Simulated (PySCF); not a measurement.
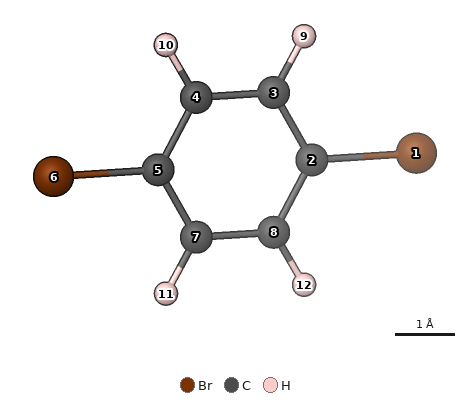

**Figure 1.** The structure (ball-and-stick view, seen at a tilt; atoms are numbered from 1 in the order of the input). Bond lengths as drawn: Br–C 1.88 Å, C–C 1.39 Å and C–H 1.09 Å.

## Excited-state calculation of C$_{6}$H$_{4}$Br$_{2}$

- system: C$_{6}$H$_{4}$Br$_{2}$ (1,4-dibromobenzene), SMILES Brc1ccc(Br)cc1
- method: TDDFT B3LYP/def2-SVPD, vertical, IEF-PCM dimethylsulfoxide (non-equilibrium linear response), core orbitals frozen in the response (PySCF 2.14.0)

The geometry comes from this level: PBE0-D3(BJ)/def2-SVP. It belongs to a series of runs on one base structure; here: solvent dimethylsulfoxide.

Output
```
coarse grid: 55632 points
cycle   1  E = -5378.6153854042  dE = -9.256e-01  |g| = 3.491e-01  |ddm| = 1.054e+01
cycle   2  E = -5378.6077993156  dE =  7.586e-03  |g| = 3.798e-01  |ddm| = 5.242e+00
cycle   3  E = -5378.6406221102  dE = -3.282e-02  |g| = 6.420e-02  |ddm| = 1.376e+00
cycle   4  E = -5378.6415602969  dE = -9.382e-04  |g| = 1.862e-02  |ddm| = 2.500e-01
cycle   5  E = -5378.6416321713  dE = -7.187e-05  |g| = 7.767e-03  |ddm| = 8.434e-02
cycle   6  E = -5378.6416502907  dE = -1.812e-05  |g| = 1.181e-03  |ddm| = 2.015e-02
cycle   7  E = -5378.6416505416  dE = -2.509e-07  |g| = 1.661e-04  |ddm| = 3.179e-03
final grid: 114888 points
cycle   8  E = -5378.6416204768  dE = -1.000e-07  |g| = 1.729e-04  |ddm| = 1.298e-02
cycle   9  E = -5378.6416204734  dE =  3.386e-09  |g| = 1.985e-04  |ddm| = 1.330e-03
cycle  10  E = -5378.6416204828  dE = -9.400e-09  |g| = 4.800e-05  |ddm| = 6.159e-04
cycle  11  E = -5378.6416204833  dE = -4.948e-10  |g| = 8.507e-06  |ddm| = 1.386e-04
```

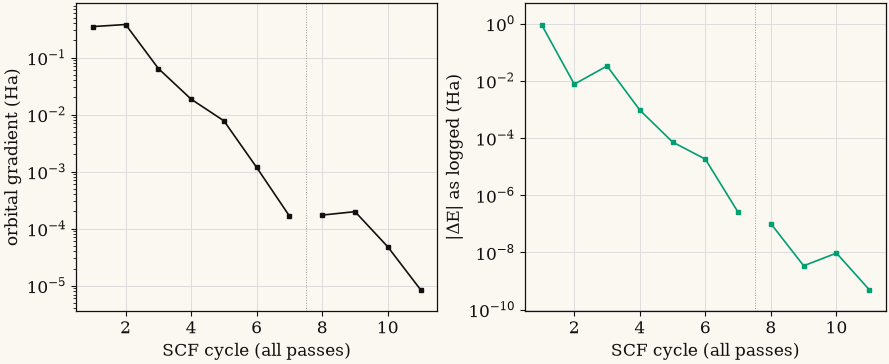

**Figure 2.** Convergence of the self-consistent field: orbital gradient and size of the energy change against the SCF cycle. The dotted line marks the change from a coarse to the final integration grid. The first 7 cycles use a coarse grid, the final grid takes over at cycle 8, and the field converges after 11 cycles in all.

```
converged SCF energy = -5378.6416204833

Static polarisability (au): isotropic 165.796, principal 101.364 155.785 240.241

Singlet excitations
state   eV       nm        f      main configurations
  1   4.8838    253.9   0.00638   H->L+1 0.81, H-1->L 0.18
  2   5.2339    236.9   0.46547   H->L 0.94
  3   5.2609    235.7   0.00000   H->L+2 0.97
  4   5.5473    223.5   0.00208   H->L+3 0.95
  5   6.1571    201.4   0.00000   H-2->L 0.92
  6   6.1609    201.2   0.00001   H-1->L+2 0.92
```

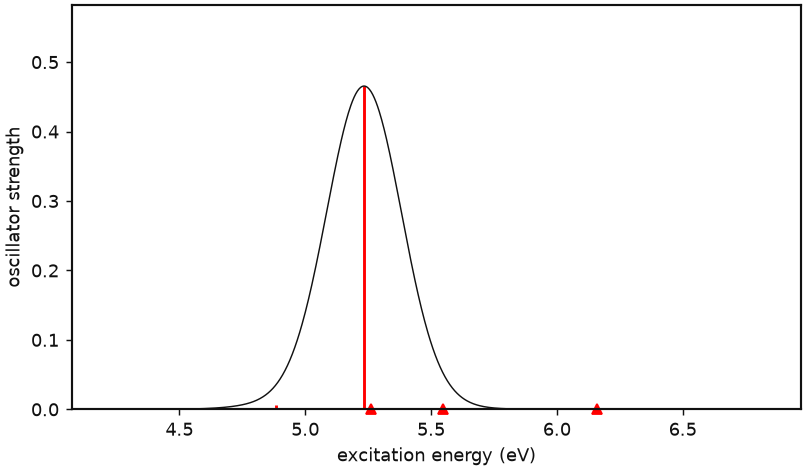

**Figure 3.** Computed excitations as sticks (degenerate states added up, dark ones marked on the axis), with a Gaussian envelope of 0.35 eV full width at half maximum, scaled to the tallest. Of the 6 states the lowest lies at 4.88 eV (f = 0.006); the strongest line is at 5.23 eV, or 237 nm (f = 0.465).

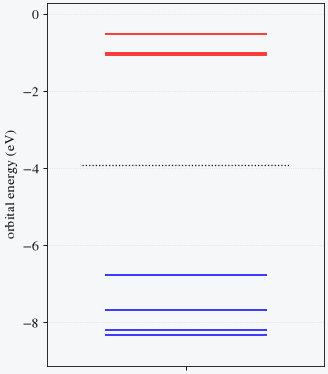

**Figure 4.** Orbital energies near the frontier; the dotted line parts filled from empty levels, and levels within 0.02 eV of each other stand side by side. Highest filled −6.77 eV, lowest empty −1.08 eV, 5.69 eV apart.

This output came from the following input.

Input
```
{"job": {"kind": "uv", "xc": "B3LYP", "basis": "def2-SVPD", "solvent": "dimethylsulfoxide", "nstates": 6, "ntriplets": 0}, "charge": 0, "multiplicity": 1}
Br    -3.627659    -0.152137     0.766211
C     -1.789846    -0.179885     0.349669
C     -1.119387    -1.399994     0.272299
C      0.238401    -1.422195    -0.036045
C      0.912615    -0.223212    -0.262661
Br     2.750323    -0.252280    -0.679470
C      0.242378     0.996720    -0.184984
C     -1.115827     1.018924     0.122089
H     -1.655852    -2.332886     0.452678
H      0.771396    -2.372240    -0.099660
H      0.778682     1.929727    -0.365469
H     -1.648587     1.969213     0.184522
```

The first line tells a small driver script what to run in PySCF; the rest is the geometry in Å.

Run as:
```bash
OMP_NUM_THREADS=1 python <driver script> task.json out
```

Summary

```csv
quantity,value
outcome,converged
total energy,−5378.641620 hartree
HOMO,−6.77 eV
LUMO,−1.08 eV
dipole moment,0.00 D
mean polarisability,165.80 a.u.
lowest excitation,4.88 eV
hardware,"1 CPU thread, shared host"
wall time,33 s
peak memory,1.1 GiB
```

Notes

Spin–orbit coupling is left out, which matters for the heavy atoms.
